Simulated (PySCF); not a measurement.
# One shape, several levels: GaF (SMILES [F][Ga])

Aim: a comparison of 6 runs (HF/STO-3G, HF/3-21G, B2PLYP/def2-TZVPPD, CAM-B3LYP/def2-TZVPPD, wB97M-V/def2-TZVPPD, SCS-MP2/def2-TZVPPD) of GaF. Input form: a Python script.

Program for the calculation: PySCF 2.14.0.

1 further run of the same task is left out (set aside as unsound or not needed).

### Step 1. Starting point

GaF has 2 atoms, charge 0, and is taken as a singlet. SMILES: `[F][Ga]`. The shape comes from GFN2-xTB, which is rough for such elements, and wasn't checked as a minimum.

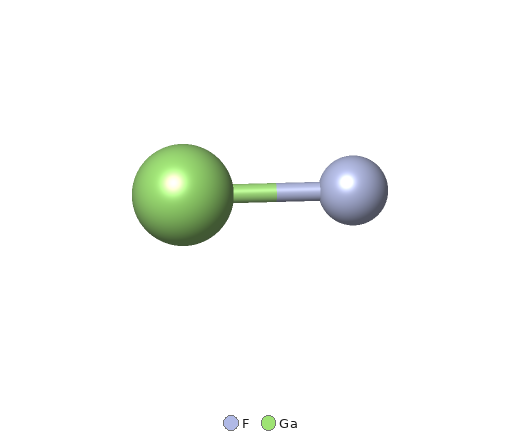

The structure, seen from a chosen angle (fluorine light blue, gallium green).

### Step 2. The energy at HF/STO-3G (run 1)

File mol.xyz:

```xyz
2
FGa
F      0.000000     0.000000     0.000000
Ga     0.000000     0.000000     1.799150
```

File input.py:

```python
# FGa
from pyscf import gto

mol = gto.M(
    atom='mol.xyz',
    charge=0,
    spin=0,
    max_memory=1860,
    verbose=4,
    basis='sto-3g',
)

mf = mol.RHF()
mf.conv_tol = 1e-10
mf.kernel()
if not mf.converged:
    mf = mf.newton().run(mf.mo_coeff, mf.mo_occ)

energy = mf.e_tot
print(f'total energy: {energy:.8f} hartree')
```

Run with:

```bash
$ OMP_NUM_THREADS=1 python input.py
```

Log:

```text
PySCF version 2.14.0

[INPUT] num. atoms = 2
[INPUT] num. electrons = 40
[INPUT] charge = 0
[INPUT] spin (= nelec alpha-beta = 2S) = 0
[INPUT] symmetry False subgroup None
[INPUT] Mole.unit = angstrom
[INPUT] Symbol           X                Y                Z      unit          X                Y                Z       unit  Magmom
[INPUT]  1 F      0.000000000000   0.000000000000   0.000000000000 AA    0.000000000000   0.000000000000   0.000000000000 Bohr   0.0
[INPUT]  2 Ga     0.000000000000   0.000000000000   1.799150000000 AA    0.000000000000   0.000000000000   3.399900757011 Bohr   0.0

nuclear repulsion = 82.0612188237112
number of shells = 11
number of NR pGTOs = 69
number of NR cGTOs = 23
basis = sto-3g
ecp = {}

[... 58 lines left out ...]
SCF not converged.
SCF energy = -1998.85658177225
[... 48 lines left out ...]
converged SCF energy = -1998.86335065269
total energy: -1998.86335065 hartree
```

Run time: 0.93 s. Hardware: 1 thread of Arm Neoverse V2, shared host; peak memory 0.12 GiB.

### Step 3. A single-point energy at HF/3-21G (run 2)

File input.xyz:

```xyz
2
FGa
F      0.000000     0.000000     0.000000
Ga     0.000000     0.000000     1.799150
```

File calc.py:

```python
from pyscf import gto

mol = gto.Mole()
mol.atom = 'input.xyz'
mol.basis = '3-21g'
mol.charge = 0
mol.verbose = 4
mol.max_memory = 1860
mol.spin = 0
mol.build()

mf = mol.RHF()
mf.conv_tol = 1e-10
mf.kernel()
if not mf.converged:
    mf = mf.newton().run(mf.mo_coeff, mf.mo_occ)

etot = mf.e_tot
print('Final energy', etot)
```

Run with:

```bash
$ OMP_NUM_THREADS=1 python calc.py
```

Log:

```text
PySCF version 2.14.0

[INPUT] num. atoms = 2
[INPUT] num. electrons = 40
[INPUT] charge = 0
[INPUT] spin (= nelec alpha-beta = 2S) = 0
[INPUT] symmetry False subgroup None
[INPUT] Mole.unit = angstrom
[INPUT] Symbol           X                Y                Z      unit          X                Y                Z       unit  Magmom
[INPUT]  1 F      0.000000000000   0.000000000000   0.000000000000 AA    0.000000000000   0.000000000000   0.000000000000 Bohr   0.0
[INPUT]  2 Ga     0.000000000000   0.000000000000   1.799150000000 AA    0.000000000000   0.000000000000   3.399900757011 Bohr   0.0

nuclear repulsion = 82.0612188237112
number of shells = 15
number of NR pGTOs = 69
number of NR cGTOs = 31
basis = 3-21g
ecp = {}

******** <class 'pyscf.scf.hf.RHF'> ********
method = RHF
initial guess = minao
damping factor = 0
level_shift factor = 0
DIIS = <class 'pyscf.scf.diis.CDIIS'>
diis_start_cycle = 1
diis_space = 8
diis_damp = 0
SCF conv_tol = 1e-10
SCF conv_tol_grad = None
SCF max_cycles = 50
direct_scf = True
direct_scf_tol = 1e-13
Set gradient conv threshold to 1e-05
Initial guess from minao.
init E= -2010.73138399573
  HOMO = -0.360556268273331  LUMO = -0.0165075622845853  gap/eV = 9.36204
cycle= 1 E= -2012.72430947832  delta_E= -1.99  |g|= 0.579  |ddm|= 1.01
  HOMO = -0.316000886345401  LUMO = 0.0529469683477341  gap/eV = 10.03958
cycle= 2 E= -2012.76449727059  delta_E= -0.0402  |g|= 0.425  |ddm|= 0.659
  HOMO = -0.34433852844581  LUMO = 0.048884259060881  gap/eV = 10.70014
cycle= 3 E= -2012.78975449533  delta_E= -0.0253  |g|= 0.0221  |ddm|= 0.213
  HOMO = -0.346614123825083  LUMO = 0.0466506631858072  gap/eV = 10.70128
cycle= 4 E= -2012.79020373071  delta_E= -0.000449  |g|= 0.00625  |ddm|= 0.0615
  HOMO = -0.345784612744635  LUMO = 0.0460583324942854  gap/eV = 10.66259
cycle= 5 E= -2012.79024442444  delta_E= -4.07e-05  |g|= 0.00185  |ddm|= 0.0179
  HOMO = -0.34568275700709  LUMO = 0.0460330534485616  gap/eV = 10.65913
cycle= 6 E= -2012.79024731141  delta_E= -2.89e-06  |g|= 0.000321  |ddm|= 0.00466
  HOMO = -0.345596461529697  LUMO = 0.0460743109242532  gap/eV = 10.65790
cycle= 7 E= -2012.79024736209  delta_E= -5.07e-08  |g|= 2.8e-05  |ddm|= 0.000595
  HOMO = -0.345598580736086  LUMO = 0.0460743505054118  gap/eV = 10.65796
cycle= 8 E= -2012.79024736267  delta_E= -5.78e-10  |g|= 3.96e-06  |ddm|= 7.73e-05
  HOMO = -0.345598813529551  LUMO = 0.046074276327193  gap/eV = 10.65797
cycle= 9 E= -2012.79024736268  delta_E= -1e-11  |g|= 4.88e-07  |ddm|= 1.15e-05
  HOMO = -0.345598836231369  LUMO = 0.0460742559997462  gap/eV = 10.65797
Extra cycle  E= -2012.79024736268  delta_E= -9.09e-13  |g|= 1.79e-07  |ddm|= 1.08e-06
converged SCF energy = -2012.79024736268
Final energy -2012.7902473626789
```

Wall time 0.73 s (1 thread of Arm Neoverse V2, shared host); peak memory 0.12 GiB.

### Step 4. The energy at B2PLYP/def2-TZVPPD (run 3)

File geometry.xyz:

```xyz
2
FGa
F      0.000000     0.000000     0.000000
Ga     0.000000     0.000000     1.799150
```

File input.py:

```python
# FGa
from pyscf import gto, dft, mp

mol = gto.M(
    atom='geometry.xyz',
    verbose=4,
    spin=0,
    max_memory=1860,
    basis='def2-tzvppd',
    charge=0,
)

ks = dft.RKS(mol)
ks.xc = '0.53*HF + 0.47*B88, 0.73*LYP'
ks.grids.level = 5
ks.conv_tol = 1e-10
ks.kernel()
if not ks.converged:
    ks = ks.newton().run(ks.mo_coeff, ks.mo_occ)

pt = mp.MP2(ks, frozen=10).run()
e_final = ks.e_tot + 0.27 * pt.e_corr
print('PT2 part  %.8f' % (0.27 * pt.e_corr))
print(f'total energy: {e_final:.8f} hartree')
```

Run with:

```bash
$ OMP_NUM_THREADS=1 python input.py
```

Log:

```text
PySCF version 2.14.0

[INPUT] num. atoms = 2
[INPUT] num. electrons = 40
[INPUT] charge = 0
[INPUT] spin (= nelec alpha-beta = 2S) = 0
[INPUT] symmetry False subgroup None
[INPUT] Mole.unit = angstrom
[INPUT] Symbol           X                Y                Z      unit          X                Y                Z       unit  Magmom
[INPUT]  1 F      0.000000000000   0.000000000000   0.000000000000 AA    0.000000000000   0.000000000000   0.000000000000 Bohr   0.0
[INPUT]  2 Ga     0.000000000000   0.000000000000   1.799150000000 AA    0.000000000000   0.000000000000   3.399900757011 Bohr   0.0

nuclear repulsion = 82.0612188237112
number of shells = 32
number of NR pGTOs = 161
number of NR cGTOs = 94
basis = def2-tzvppd
ecp = {}

******** <class 'pyscf.dft.rks.RKS'> ********
method = RKS
initial guess = minao
damping factor = 0
level_shift factor = 0
DIIS = <class 'pyscf.scf.diis.CDIIS'>
diis_start_cycle = 1
diis_space = 8
diis_damp = 0
SCF conv_tol = 1e-10
SCF conv_tol_grad = None
SCF max_cycles = 50
direct_scf = True
direct_scf_tol = 1e-13
XC library pyscf.dft.libxc version 7.0.0
    S. Lehtola, C. Steigemann, M. J.T. Oliveira, and M. A.L. Marques.,  SoftwareX 7, 1–5 (2018)
XC functionals = 0.53*HF + 0.47*B88, 0.73*LYP
    A. D. Becke.,  Phys. Rev. A 38, 3098 (1988)
    C. Lee, W. Yang, and R. G. Parr.,  Phys. Rev. B 37, 785 (1988)
    B. Miehlich, A. Savin, H. Stoll, and H. Preuss.,  Chem. Phys. Lett. 157, 200 (1989)
radial grids:
    Treutler-Ahlrichs [JCP 102, 346 (1995); DOI:10.1063/1.469408] (M4) radial grids

becke partition: Becke, JCP 88, 2547 (1988); DOI:10.1063/1.454033
pruning grids: <function nwchem_prune>
grids dens level: 5
symmetrized grids: False
atomic radii adjust function: <function treutler_atomic_radii_adjust>
small_rho_cutoff = 0
Set gradient conv threshold to 1e-05
[... 1 set-up line as earlier in the session ...]
tot grids = 89160
init E= -2023.55957788076
  HOMO = -0.293951070794911  LUMO = -0.0235220822573542  gap/eV = 7.35875
cycle= 1 E= -2024.13955657172  delta_E= -0.58  |g|= 0.791  |ddm|= 0.938
  HOMO = -0.262973489341388  LUMO = -0.0299092150463642  gap/eV = 6.34200
cycle= 2 E= -2024.00218932029  delta_E= 0.137  |g|= 1.27  |ddm|= 0.929
  HOMO = -0.328142954508323  LUMO = -0.0236188356179601  gap/eV = 8.28652
cycle= 3 E= -2024.23660068643  delta_E= -0.234  |g|= 0.0935  |ddm|= 0.531
  HOMO = -0.322197182616542  LUMO = -0.0200937536295869  gap/eV = 8.22065
cycle= 4 E= -2024.23737070723  delta_E= -0.00077  |g|= 0.0388  |ddm|= 0.0622
  HOMO = -0.322513040238462  LUMO = -0.0193704850710626  gap/eV = 8.24893
cycle= 5 E= -2024.23753761165  delta_E= -0.000167  |g|= 0.00199  |ddm|= 0.0214
  HOMO = -0.322487989755459  LUMO = -0.0194115994615203  gap/eV = 8.24713
cycle= 6 E= -2024.23754031326  delta_E= -2.7e-06  |g|= 0.000749  |ddm|= 0.0066
  HOMO = -0.322454623089541  LUMO = -0.0194356809350205  gap/eV = 8.24557
cycle= 7 E= -2024.23754047839  delta_E= -1.65e-07  |g|= 0.000106  |ddm|= 0.00144
  HOMO = -0.322452013788535  LUMO = -0.0194432533333228  gap/eV = 8.24529
cycle= 8 E= -2024.23754048382  delta_E= -5.43e-09  |g|= 2.92e-05  |ddm|= 0.000247
  HOMO = -0.322449476088941  LUMO = -0.0194413700305881  gap/eV = 8.24527
cycle= 9 E= -2024.23754048402  delta_E= -1.97e-10  |g|= 3.92e-06  |ddm|= 2.9e-05
  HOMO = -0.322449441164451  LUMO = -0.019441385496312  gap/eV = 8.24527
cycle= 10 E= -2024.23754048402  delta_E= -4.55e-13  |g|= 5.85e-07  |ddm|= 6.17e-06
  HOMO = -0.322449439088579  LUMO = -0.0194413838831226  gap/eV = 8.24527
Extra cycle  E= -2024.23754048402  delta_E= 5e-12  |g|= 5.63e-07  |ddm|= 1.26e-06
converged SCF energy = -2024.23754048402

******** <class 'pyscf.mp.mp2.RMP2'> ********
nocc = 10, nmo = 84
frozen orbitals 10
E(RMP2) = -2024.79513767541  E_corr = -0.557597191391839
E(SCS-RMP2) = -2024.7673694981  E_corr = -0.529829014078205
E_corr(same-spin) = -0.160716479529233
E_corr(oppo-spin) = -0.396880711862606
PT2 part  -0.15055124
total energy: -2024.38809173 hartree
```

Wall time 7.5 s (1 thread of Arm Neoverse V2, shared host); peak memory 0.44 GiB.

Runs 4 to 5 aren't shown in full; the table further down has their settings and results.

### Step 5. A single-point energy at SCS-MP2/def2-TZVPPD (run 6)

File start.xyz:

```xyz
2

F      0.000000     0.000000     0.000000
Ga     0.000000     0.000000     1.799150
```

File job.py:

```python
# FGa
from pyscf import gto, mp

molecule = gto.Mole()
molecule.atom = 'start.xyz'
molecule.verbose = 3
molecule.spin = 0
molecule.max_memory = 1860
molecule.basis = 'def2-tzvppd'
molecule.build()

mf = molecule.RHF()
mf.conv_tol = 1e-10
mf.kernel()
if not mf.converged:
    mf = mf.newton().run(mf.mo_coeff, mf.mo_occ)

pt = mp.MP2(mf, frozen=10).run()
e_final = mf.e_tot + 1.2 * pt.e_corr_os + pt.e_corr_ss / 3
print('Final energy', e_final)
```

Run with:

```bash
$ OMP_NUM_THREADS=1 python job.py
```

Log:

```text
converged SCF energy = -2022.79106746937
E(RMP2) = -2023.24856389293  E_corr = -0.457496423554681
E(SCS-RMP2) = -2023.22698314311  E_corr = -0.435915673741387
Final energy -2023.2269831431138
```

It took 2 s on 1 thread of Arm Neoverse V2, shared host; peak memory 0.22 GiB.

### Step 6. The series

```
run                  level  frozen core orbitals  integration grid   energy (Eh)  dipole moment (D) of the reference  HOMO energy (eV)  LUMO energy (eV)  wall time
  1              HF/STO-3G                     –                 –  -1998.863351                                0.13             -6.43              5.43     0.93 s
  2               HF/3-21G                     –                 –  -2012.790247                                1.78             -9.40              1.25     0.73 s
  3     B2PLYP/def2-TZVPPD                    10                 5  -2024.388092                                2.52             -8.77             -0.53      7.5 s
  4  CAM-B3LYP/def2-TZVPPD                     –                 5  -2024.899354                                2.49             -9.26             -0.57       13 s
  5    wB97M-V/def2-TZVPPD                     –                 5  -2024.676311                                2.44            -10.08              0.28       26 s
  6    SCS-MP2/def2-TZVPPD                    10                 –  -2023.226983                                2.42            -10.03              1.06        2 s
```

### Step 7. Results

```
                                           quantity           value
                                run 6: total energy  -2023.22698 Eh
        run 6: dipole moment (Hartree–Fock density)          2.42 D
         run 6: HOMO energy (Hartree–Fock orbitals)       -10.03 eV
         run 6: LUMO energy (Hartree–Fock orbitals)         1.06 eV
       run 6: HOMO–LUMO gap (Hartree–Fock orbitals)        11.09 eV
run 6: correlation energy (10 core orbitals frozen)      -435.9 mEh
```

**Reading.** Over runs 1, 2, 3, 4, 5 the dipole moment (its size) runs from 0.13 D (HF/STO-3G) to 2.52 D (B2PLYP/def2-TZVPPD). The two ends differ in method and basis. A double hybrid's value is that of its SCF part. Over runs 1, 2, 3, 4, 5 the HOMO–LUMO gap runs from 8.25 eV (B2PLYP/def2-TZVPPD) to 11.85 eV (HF/STO-3G). Totals of different functionals can't be ranked against each other. In run 1 the basis is minimal, so the values are rough. All runs together took 50 s, the longest 26 s.
